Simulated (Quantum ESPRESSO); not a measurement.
# LiFeP: parallel and opposed starts, part 2 of 2

Does LiFeP prefer parallel or opposed moments, or none?

Quantum ESPRESSO 7.5; PBEsol; plane waves with GBRV 1.5 PBEsol potentials, no spin-orbit coupling.

So far: Set-up; Run 1 (ferro ++).

### Step 3. Start 2: antiferro +−

Contents of pw.in:

```
&CONTROL
  calculation = 'scf'
  prefix = 'pwscf'
  outdir = './tmp'
  pseudo_dir = './pseudo'
  disk_io = 'nowf'
/
&SYSTEM
  ibrav = 0
  celldm(1) = 8
  nat = 6
  ntyp = 4
  ecutwfc = 40
  ecutrho = 280
  nbnd = 34
  occupations = 'smearing'
  smearing = 'fd'
  degauss = 0.00734986
  nspin = 2
  starting_magnetization(1) = 0
  starting_magnetization(2) = 0.175
  starting_magnetization(3) = -0.175
  starting_magnetization(4) = 0
/
&ELECTRONS
  conv_thr = 1.2d-08
  electron_maxstep = 150
  mixing_beta = 0.3
/
ATOMIC_SPECIES
Li      6.9400 li_pbesol_v1.4.uspp.F.UPF
Fe1    55.8450 fe_pbesol_v1.5.uspp.F.UPF
Fe2    55.8450 fe_pbesol_v1.5.uspp.F.UPF
P      30.9738 p_pbesol_v1.5.uspp.F.UPF
CELL_PARAMETERS alat
   0.8661855906792    0.0000000000000    0.0000000000000
   0.0000000000000    0.8661855906792    0.0000000000000
   0.0000000000000    0.0000000000000    1.3769733937646
ATOMIC_POSITIONS crystal
Li      0.0000000000    0.5000000000    0.6545373900
Li      0.5000000000    0.0000000000    0.3454626100
Fe1     0.0000000000    0.0000000000    0.0000000000
Fe2     0.5000000000    0.5000000000    0.0000000000
P       0.5000000000    0.0000000000    0.7957892200
P       0.0000000000    0.5000000000    0.2042107800
K_POINTS automatic
8 8 4 0 0 0
```

The run is started by

```sh
> OMP_NUM_THREADS=1 mpirun -n 4 pw.x -nk 4 -in pw.in > pw.out
```

The log of the run:

```text
[banner, memory and clock lines left out]
Program PWSCF v.7.5 starts

     Message from routine setup:
     using ibrav=0 with symmetry is DISCOURAGED, use correct ibrav instead

     bravais-lattice index     =            0
     lattice parameter (alat)  =       8.0000  a.u.
     unit-cell volume          =     528.9534 (a.u.)^3
     number of atoms/cell      =            6
     number of atomic types    =            4
     number of electrons       =        48.00
     number of Kohn-Sham states=           34
     kinetic-energy cutoff     =      40.0000  Ry
     charge density cutoff     =     280.0000  Ry
     scf convergence threshold =      1.2E-08
     mixing beta               =       0.3000
     number of iterations used =            8  plain     mixing
     Exchange-correlation= SLA  PW   PSX  PSC
                           (   1   4  10   8   0   0   0)

     celldm(1)=   8.000000  celldm(2)=   0.000000  celldm(3)=   0.000000
     celldm(4)=   0.000000  celldm(5)=   0.000000  celldm(6)=   0.000000

     crystal axes: (cart. coord. in units of alat)
               a(1) = (   0.866186   0.000000   0.000000 )
               a(2) = (   0.000000   0.866186   0.000000 )
               a(3) = (   0.000000   0.000000   1.376973 )

     reciprocal axes: (cart. coord. in units 2 pi/alat)
               b(1) = (  1.154487  0.000000  0.000000 )
               b(2) = (  0.000000  1.154487  0.000000 )
               b(3) = (  0.000000  0.000000  0.726230 )

     PseudoPot. # 1 for Li read from file:
     li_pbesol_v1.4.uspp.F.UPF
     Pseudo is Ultrasoft, Zval =  3.0

     PseudoPot. # 2 for Fe read from file:
     fe_pbesol_v1.5.uspp.F.UPF
     Pseudo is Ultrasoft + core correction, Zval = 16.0

     PseudoPot. # 3 for Fe read from file:
     fe_pbesol_v1.5.uspp.F.UPF
     Pseudo is Ultrasoft + core correction, Zval = 16.0

     PseudoPot. # 4 for P  read from file:
     p_pbesol_v1.5.uspp.F.UPF
     Pseudo is Ultrasoft + core correction, Zval =  5.0

     atomic species   valence    mass     pseudopotential
     Li                3.00     6.94000     Li( 1.00)
     Fe1              16.00    55.84500     Fe( 1.00)
     Fe2              16.00    55.84500     Fe( 1.00)
     P                 5.00    30.97380     P ( 1.00)

     Starting magnetic structure
     atomic species   magnetization
     Li              0.000
     Fe1             0.175
     Fe2            -0.175
     P               0.000

      8 Sym. Ops. (no inversion) found

   Cartesian axes

     site n.     atom                  positions (alat units)
         1        Li     tau(   1) = (   0.0000000   0.4330928   0.9012806  )
         2        Li     tau(   2) = (   0.4330928   0.0000000   0.4756928  )
         3        Fe1    tau(   3) = (   0.0000000   0.0000000   0.0000000  )
         4        Fe2    tau(   4) = (   0.4330928   0.4330928   0.0000000  )
         5        P      tau(   5) = (   0.4330928   0.0000000   1.0957806  )
         6        P      tau(   6) = (   0.0000000   0.4330928   0.2811928  )

     number of k points=    45  Fermi-Dirac smearing, width (Ry)=  0.0073
                       cart. coord. in units 2pi/alat
        k(    1) = (   0.0000000   0.0000000   0.0000000), wk =   0.0039062
        k(    2) = (   0.0000000   0.0000000   0.1815576), wk =   0.0078125
        k(    3) = (   0.0000000   0.0000000  -0.3631152), wk =   0.0039062
        k(    4) = (   0.0000000   0.1443109   0.0000000), wk =   0.0156250
        k(    5) = (   0.0000000   0.1443109   0.1815576), wk =   0.0312500
        [... 40 further k-points ...]

     Dense  grid:    42007 G-vectors     FFT dimensions: (  40,  40,  60)

     Smooth grid:    18085 G-vectors     FFT dimensions: (  27,  27,  45)

     Check: negative core charge=   -0.000026
     Generating pointlists ...
     new r_m :   0.2558 (alat units)  2.0463 (a.u.) for type    1
     new r_m :   0.2130 (alat units)  1.7040 (a.u.) for type    2
     new r_m :   0.2130 (alat units)  1.7040 (a.u.) for type    3
     new r_m :   0.2130 (alat units)  1.7040 (a.u.) for type    4

     Initial potential from superposition of free atoms

     starting charge      45.0981, renormalised to      48.0000
     Starting wfcs are   44 randomized atomic wfcs

     Self-consistent Calculation

     iteration #  1     ecut=    40.00 Ry     beta= 0.30
     Davidson diagonalization with overlap
     ethr =  1.00E-02,  avg # of iterations =  4.0

     total energy              =    -554.10404154 Ry
     estimated scf accuracy    <      17.21039652 Ry

     total magnetization       =    -0.02 Bohr mag/cell
     absolute magnetization    =     2.94 Bohr mag/cell

     iteration #  2     ecut=    40.00 Ry     beta= 0.30
     Davidson diagonalization with overlap
     ethr =  1.00E-02,  avg # of iterations =  3.5

     total energy              =    -558.21190875 Ry
     estimated scf accuracy    <      31.39079213 Ry

     total magnetization       =    -0.00 Bohr mag/cell
     absolute magnetization    =     0.43 Bohr mag/cell

     [... further iterations left out ...]

     iteration # 17     ecut=    40.00 Ry     beta= 0.30
     Davidson diagonalization with overlap
     ethr =  2.61E-10,  avg # of iterations =  3.9

     total energy              =    -560.40579129 Ry
     estimated scf accuracy    <       0.00000009 Ry

     total magnetization       =    -0.00 Bohr mag/cell
     absolute magnetization    =     0.00 Bohr mag/cell

     iteration # 18     ecut=    40.00 Ry     beta= 0.30
     Davidson diagonalization with overlap
     ethr =  1.81E-10,  avg # of iterations =  2.0

     Magnetic moment per site  (integrated on atomic sphere of radius R)
     atom   1 (R=0.256)  charge=  2.4438  magn=  0.0000
     atom   2 (R=0.256)  charge=  2.4438  magn=  0.0000
     atom   3 (R=0.213)  charge= 13.9272  magn=  0.0000
     atom   4 (R=0.213)  charge= 13.9272  magn= -0.0004
     atom   5 (R=0.213)  charge=  2.4757  magn=  0.0000
     atom   6 (R=0.213)  charge=  2.4757  magn=  0.0000

     End of self-consistent calculation

     [... lines left out ...]
     the Fermi energy is     9.7641 ev

!    total energy              =    -560.40579133 Ry
     estimated scf accuracy    <          4.1E-09 Ry
     smearing contrib. (-TS)   =      -0.00709218 Ry
     internal energy E=F+TS    =    -560.39869914 Ry

     The total energy is F=E-TS. E is the sum of the following terms:
     one-electron contribution =    -516.94814571 Ry
     hartree contribution      =     273.39536747 Ry
     xc contribution           =     -76.60259386 Ry
     ewald contribution        =    -240.24332704 Ry

     total magnetization       =    -0.00 Bohr mag/cell
     absolute magnetization    =     0.00 Bohr mag/cell

     convergence has been achieved in  18 iterations
```

Run time: 50 s. Hardware: 4 MPI ranks of Arm Neoverse V2, shared host; peak memory 0.53 GiB; 3.3 min of CPU time.

Spin moment in the atom's sphere by atom:

| atom | spin moment in the atom's sphere (μB) |
| --- | --- |
| Li1 | 0.0000 |
| Li2 | 0.0000 |
| Fe3 | 0.0000 |
| Fe4 | -0.0004 |
| P5 | 0.0000 |
| P6 | 0.0000 |

This step gave:

| Item | Value |
| --- | --- |
| smearing term TS | 0.09649 eV |
| magnetization | 0 μB |
| absolute magnetization | 0 μB |
| final state | non-magnetic |

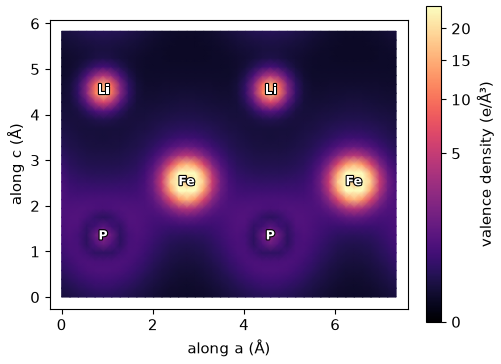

Valence density in the ac plane at fractional y = 0.000, with atoms of Li and Fe and P within 0.2 Å of it. It is the smooth field of the valence electrons, not physical close to the nuclei. The map starts off the cell's origin, so that atoms lie inside it. The colour scale is stretched toward low values.

### Step 4. Start 3: no spin polarisation

pw.in: that of step 3 with these lines changed.

```diff
@@ -11,3 +11,3 @@
   nat = 6
-  ntyp = 4
+  ntyp = 3
   ecutwfc = 40
@@ -18,7 +18,2 @@
   degauss = 0.00734986
-  nspin = 2
-  starting_magnetization(1) = 0
-  starting_magnetization(2) = 0.175
-  starting_magnetization(3) = -0.175
-  starting_magnetization(4) = 0
 /
@@ -31,4 +26,3 @@
 Li      6.9400 li_pbesol_v1.4.uspp.F.UPF
-Fe1    55.8450 fe_pbesol_v1.5.uspp.F.UPF
-Fe2    55.8450 fe_pbesol_v1.5.uspp.F.UPF
+Fe     55.8450 fe_pbesol_v1.5.uspp.F.UPF
 P      30.9738 p_pbesol_v1.5.uspp.F.UPF
@@ -41,4 +35,4 @@
 Li      0.5000000000    0.0000000000    0.3454626100
-Fe1     0.0000000000    0.0000000000    0.0000000000
-Fe2     0.5000000000    0.5000000000    0.0000000000
+Fe      0.0000000000    0.0000000000    0.0000000000
+Fe      0.5000000000    0.5000000000    0.0000000000
 P       0.5000000000    0.0000000000    0.7957892200
```

The log of the run:

```text
     [... lines left out ...]
Program PWSCF v.7.5 starts
     [... lines left out ...]
     number of atoms/cell      =            6
     [... lines left out ...]
     number of electrons       =        48.00
     number of Kohn-Sham states=           34
     kinetic-energy cutoff     =      40.0000  Ry
     charge density cutoff     =     280.0000  Ry
     scf convergence threshold =      1.2E-08
     [... lines left out ...]
     16 Sym. Ops., with inversion, found ( 8 have fractional translation)
     [... lines left out ...]
     number of k points=    45  Fermi-Dirac smearing, width (Ry)=  0.0073
     [... lines left out ...]
     iteration # 15     ecut=    40.00 Ry     beta= 0.30
     [... lines left out ...]
     the Fermi energy is     9.7640 ev
!    total energy              =    -560.40579492 Ry
     estimated scf accuracy    <          4.7E-09 Ry
     smearing contrib. (-TS)   =      -0.00709197 Ry
     [... lines left out ...]
     convergence has been achieved in  15 iterations
```

Elapsed: 22 s, on 4 MPI ranks; peak memory 0.44 GiB; 89 s of CPU time.

This step gave:

* smearing term TS: 0.09649 eV
* final state: non-magnetic (no spin polarisation)

### Step 5. The states side by side

An order is kept where moments of 0.15 μB or more survive with the typed signs; meshes match where a doubled cell samples the same k points as the first cell.

Orders:

```
               start   final state  typed order kept  energy over the lowest (meV a seeded atom)  largest site moment (μB)  net moment (μB a cell of the first run)  mesh matched  CPU time (s)
            ferro ++  non-magnetic                no                                     0.02446                         0                                        0           yes         193.9
        antiferro +-  non-magnetic                no                                     0.02446                         0                                        0           yes         199.8
no spin polarisation  non-magnetic                 -                                           0                         0                                        0           yes         88.67
```

### Step 6. Summary of results

```yaml
lowest_state_found: non-magnetic (from ferro ++, antiferro +- and no spin polarisation)
largest_site_moment: 0 μB
```

**Reading.** The lowest state carries no moment, and no start kept one. This is the lowest of 3 collinear or spinless starts, no proof of the ground state. Energies are free energies at an electronic temperature of 1160 K, which lowers moments and differences where the moments are itinerant.

[Logs and program files are shortened in this print: banners, set-up blocks, solver, clock and traceback lines can be left out without a mark of their own.]

[Logs are printed without paths, hosts, clocks, repeated set-up lines and the standing remarks that a program may print on its own settings, such as how far it seeks lower states.]

[Hosts, paths, dates, database ids (printed as entryN), source tags and the programs' standing remarks are cut or masked in the printed files.]

[Where a cell is said to come from a database of computed structures, the database is the Materials Project.]
